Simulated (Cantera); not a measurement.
Charge: 1 mol V, 0.056 mol H2O, 5.4 mol N2, equilibrated at 1.90e-5 bar.

Method: chemical equilibrium by Gibbs-energy minimisation in Cantera with the NASA 1993 tables (ideal gas, pure condensed phases). Candidate condensed phases: H2O, V, VN, VO, V2O3, V2O4, V2O5; 28 gas species. Mutual solubility and eutectic melting of coexisting phases are not modelled. VN, VO: taken at fixed stoichiometry. Condensed phases not in the tables: solid solutions among these carbides, nitrides and lower oxides, V2N, N, O or C dissolved in the metal. Rates play no part.

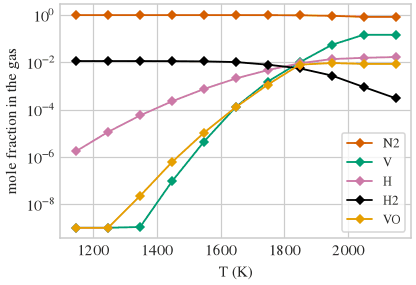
Figure: Equilibrium gas composition (values under 1e-9 drawn at 1e-9)

**Question.** Read off the mole fractions at 1548 K.

**Answer.** N2 about 0.99, H2 about 0.011, H about 0.00074, VO about 1.0e-5, V about 4.4e-6.
